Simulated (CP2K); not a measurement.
# C2H7Si (SMILES [CH2]C[SiH3]) at GFN1-xTB

Aim: the energy change on altering one bond length of C2H7Si at GFN1-xTB, from 2 runs. 

Program for the calculation: CP2K 2026.2.

5 further runs of the same task are left out: 1 that didn't finish, 4 set aside as unsound or not needed.

## (1) Starting point

C2H7Si has 10 atoms, charge 0, and is taken as a doublet. SMILES: `[CH2]C[SiH3]`. The coordinates come from a GFN2-xTB relaxation. This is one conformer, not always the lowest.

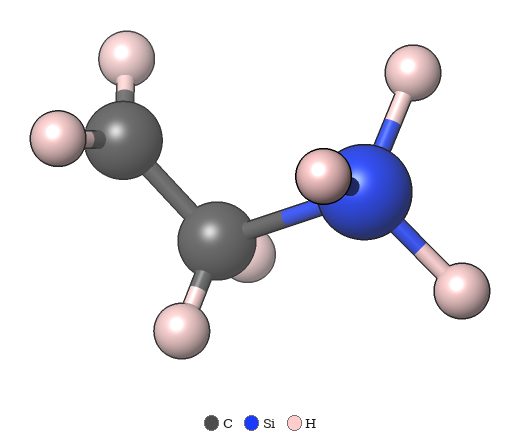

The structure, seen from a chosen angle (carbon dark grey, silicon blue, hydrogen pink).

## (2) Energy and forces at GFN1-xTB

calc.inp

```
&FORCE_EVAL
   METHOD Quickstep
   &DFT
      MULTIPLICITY 2
      UKS T
      &QS
         METHOD XTB
         EPS_DEFAULT 1.0E-10
         &XTB
            GFN_TYPE TBLITE
            &TBLITE
               METHOD GFN1
            &END TBLITE
            CHECK_ATOMIC_CHARGES F
         &END XTB
      &END QS
      &POISSON
         PERIODIC NONE
         POISSON_SOLVER ANALYTIC
      &END POISSON
      &SCF
         SCF_GUESS ATOMIC
         EPS_SCF 1.0E-07
         MAX_SCF 150
         ADDED_MOS 4
         &DIAGONALIZATION
            ALGORITHM STANDARD
         &END DIAGONALIZATION
         &MIXING
            METHOD DIRECT_P_MIXING
            ALPHA 0.4
         &END MIXING
         &SMEAR ON
            METHOD FERMI_DIRAC
            ELECTRONIC_TEMPERATURE [K] 300
         &END SMEAR
      &END SCF
      &PRINT
         &MOMENTS
            PERIODIC F
            REFERENCE COM
            MAX_MOMENT 1
         &END MOMENTS
         &MO ON
            ENERGIES T
            OCCUPATION_NUMBERS T
            NDIGITS 6
            &EACH
               QS_SCF 0
            &END EACH
            ADD_LAST NUMERIC
         &END MO
         &HIRSHFELD OFF
         &END HIRSHFELD
      &END PRINT
   &END DFT
   &SUBSYS
      &CELL
         ABC 15.3 14.9 16.1
         PERIODIC NONE
      &END CELL
      &COORD
         C     -0.748720     0.587750    -1.151520
         C     -0.780160    -0.213210     0.060250
         Si     1.021890    -0.279400     0.774560
         H     -0.489100     0.144750    -2.093020
         H     -0.834710     1.655630    -1.103220
         H     -1.103190    -1.235180    -0.135470
         H     -1.429380     0.221950     0.819200
         H      1.441270     1.091190     1.061960
         H      1.881350    -0.894350    -0.235160
         H      1.040760    -1.079130     2.002410
      &END COORD
      &TOPOLOGY
         &CENTER_COORDINATES
         &END CENTER_COORDINATES
      &END TOPOLOGY
   &END SUBSYS
   &PRINT
      &FORCES ON
      &END FORCES
   &END PRINT
&END FORCE_EVAL

&GLOBAL
   PROJECT calc
   RUN_TYPE ENERGY_FORCE
   PRINT_LEVEL MEDIUM
&END GLOBAL
```

Command:

```bash
$ OMP_NUM_THREADS=1 cp2k.psmp -i calc.inp -o calc.out
```

What it wrote, shortened:

```text
CP2K| version string:                                       CP2K version 2026.2
[...]
 GLOBAL| Method name                                                        CP2K
[...]
 GLOBAL| Run type                                                   ENERGY_FORCE
[...]
                             - Atoms:                                         10
[...]
                             - Spherical basis functions:                     31
[...]
 Number of electrons:                                                         10
[...]
  *** SCF run converged in    15 steps ***
[...]
  Fermi energy:                                                -0.32794264652323
[...]
 TB_DIPOLE| Moment [Debye]         -0.18370619      -0.21606767       0.26800599
 TB_DIPOLE| Derivative [a.u.]       0.00000000       0.00000000       0.00000000
[...]
 ENERGY| Total FORCE_EVAL ( QS ) energy [hartree]             -9.783008665856244
 FORCES| Atomic forces [hartree/bohr]
 FORCES|   Atom     x               y               z               |f|
 FORCES|      1  1.11642119E-03  7.62760877E-03 -1.12188882E-02   1.36121366E-02
 FORCES|      2  1.21344775E-02 -8.93429242E-03  1.77342196E-02   2.32716495E-02
 FORCES|      3 -2.33114206E-03  1.18771474E-03 -2.56979539E-03   3.66725209E-03
 FORCES|      4  1.08285341E-03 -1.76479161E-03 -4.40071363E-03   4.86347009E-03
 FORCES|      5 -3.84037073E-04  4.83033096E-03 -7.24825615E-05   4.84611549E-03
 FORCES|      6 -5.68786854E-03 -4.56716343E-03 -1.36800653E-03   7.42174321E-03
 FORCES|      7 -6.97740259E-03  1.10877183E-03  2.35014589E-03   7.44558309E-03
 FORCES|      8  5.02655579E-04 -4.17471611E-03 -7.08481545E-04   4.26413688E-03
 FORCES|      9 -8.63028818E-04  2.26224397E-03  3.40451877E-03   4.17771643E-03
 FORCES|     10  1.40707137E-03  2.42429330E-03 -3.15051645E-03   4.21696594E-03
 FORCES| Sum     1.02131845E-16 -2.89265140E-16  8.23993651E-18
 FORCES| Total atomic force                                       3.06876410E-16
[...]
```

Wall time 1.2 s (1 thread of Intel Xeon Platinum 8259CL at 2.50GHz (Skylake/Cascade Lake), shared host); peak memory 0.19 GiB.

## (3) The distorted shape at the same level

gas.inp

```
&FORCE_EVAL
  METHOD Quickstep
  &DFT
    CHARGE 0
    MULTIPLICITY 2
    LSD T
    ! Quickstep
    &QS
      METHOD XTB
      EPS_DEFAULT 1.0E-10
      &XTB
        GFN_TYPE TBLITE
        &TBLITE
          METHOD GFN1
        &END
        CHECK_ATOMIC_CHARGES F
      &END
    &END
    &POISSON
      PERIODIC NONE
      POISSON_SOLVER ANALYTIC
    &END
    ! SCF settings
    &SCF
      SCF_GUESS ATOMIC
      EPS_SCF 1.0E-07
      MAX_SCF 150
      ADDED_MOS 4
      &DIAGONALIZATION
        ALGORITHM STANDARD
      &END
      &MIXING
        METHOD DIRECT_P_MIXING
        ALPHA 0.4
      &END
      &SMEAR ON
        METHOD FERMI_DIRAC
        ELECTRONIC_TEMPERATURE [K] 300
      &END
    &END
    &PRINT
      &MOMENTS
        PERIODIC F
        REFERENCE COM
        MAX_MOMENT 1
      &END
      &MO ON
        ENERGIES T
        OCCUPATION_NUMBERS T
        NDIGITS 6
        &EACH
          QS_SCF 0
        &END
        ADD_LAST NUMERIC
      &END
      &HIRSHFELD OFF
      &END
    &END
  &END
  &SUBSYS
    ! box in angstrom
    &CELL
      ABC [angstrom] 15.3 15 16.1
      PERIODIC NONE
    &END
    &COORD
      C     -0.716412     0.689962    -1.131945
      C     -0.747852    -0.110998     0.079825
      Si     1.054198    -0.177188     0.794135
      H     -0.456792     0.246962    -2.073445
      H     -0.802402     1.757842    -1.083645
      H     -1.103190    -1.235180    -0.135470
      H     -1.397072     0.324162     0.838775
      H      1.473578     1.193402     1.081535
      H      1.913658    -0.792138    -0.215585
      H      1.073068    -0.976918     2.021985
    &END
    &TOPOLOGY
      &CENTER_COORDINATES
      &END
    &END
  &END
  ! extra output
  &PRINT
    &FORCES ON
    &END
  &END
&END

&GLOBAL
  PROJECT_NAME gas
  RUN_TYPE ENERGY_FORCE
  PRINT_LEVEL MEDIUM
&END
```

Command:

```bash
$ OMP_NUM_THREADS=1 cp2k.psmp -i gas.inp -o gas.out
```

What it wrote, shortened:

```text
CP2K| version string:                                       CP2K version 2026.2
[...]
 GLOBAL| Method name                                                        CP2K
[...]
 GLOBAL| Run type                                                   ENERGY_FORCE
[...]
                             - Atoms:                                         10
[...]
                             - Spherical basis functions:                     31
[...]
 Number of electrons:                                                         10
[...]
  *** SCF run converged in    13 steps ***
[...]
  Fermi energy:                                                -0.32855017657648
[...]
 TB_DIPOLE| Moment [Debye]         -0.19131430      -0.17633673       0.25928423
 TB_DIPOLE| Derivative [a.u.]       0.00000000       0.00000000       0.00000000
[...]
 ENERGY| Total FORCE_EVAL ( QS ) energy [hartree]             -9.778721641293162
 FORCES| Atomic forces [hartree/bohr]
 FORCES|   Atom     x               y               z               |f|
 FORCES|      1  7.15512477E-04  4.86097198E-03 -1.06861008E-02   1.17615372E-02
 FORCES|      2  3.89565497E-04 -4.84701045E-02  9.10038845E-03   4.93185550E-02
 FORCES|      3 -3.34708409E-03 -1.55587195E-04 -3.15672101E-03   4.60348421E-03
 FORCES|      4  1.16337812E-03 -1.52848211E-03 -4.47874764E-03   4.87328295E-03
 FORCES|      5 -6.78392126E-04  4.65583131E-03  3.30426688E-04   4.71658381E-03
 FORCES|      6  8.84208684E-03  4.09181460E-02  7.63715480E-03   4.25535346E-02
 FORCES|      7 -7.74411550E-03 -8.35856309E-04  1.81376601E-03   7.99748259E-03
 FORCES|      8  2.43430178E-04 -4.19003302E-03 -7.53313727E-04   4.26416657E-03
 FORCES|      9 -8.95058695E-04  2.27981977E-03  3.40030083E-03   4.19055534E-03
 FORCES|     10  1.31067730E-03  2.46529404E-03 -3.20715358E-03   4.25222104E-03
 FORCES| Sum    -3.20923843E-17  2.08166817E-17  3.46944695E-17
 FORCES| Total atomic force                                       5.16426334E-17
[...]
```

Wall time 1.6 s (1 thread of Intel Xeon Platinum 8259CL at 2.50GHz (Skylake/Cascade Lake), shared host); peak memory 0.19 GiB.

## (4) Results

Level: GFN1-xTB.

```
                                                         quantity        value
                                        first shape: total energy  -9.78301 Eh
           first shape: dipole moment (from atomic charges alone)       0.39 D
                  first shape: HOMO energy (highest over α and β)     -9.37 eV
                   first shape: LUMO energy (lowest over α and β)     -8.47 eV
                            first shape: largest force on an atom   1.197 eV/Å
                                    distorted shape: total energy  -9.77872 Eh
       distorted shape: dipole moment (from atomic charges alone)       0.37 D
              distorted shape: HOMO energy (highest over α and β)     -9.39 eV
               distorted shape: LUMO energy (lowest over α and β)     -8.49 eV
                        distorted shape: largest force on an atom   2.536 eV/Å
energy change with the C2–H6 bond stretched from 1.090 to 1.198 Å     0.117 eV
```

What this shows: With the C2–H6 bond stretched from 1.090 to 1.198 Å the energy rises by 0.12 eV (2.7 kcal/mol). The first shape isn't relaxed at this level, so the change isn't measured from a minimum. The largest force (first shape) is 1.20 eV/Å: the shape isn't a stationary point for this species at this level. The dipole (first shape) comes from point charges on the atoms alone, without atomic dipoles, so it is partial. The dipole (distorted shape) comes from point charges on the atoms alone, without atomic dipoles, so it is partial.
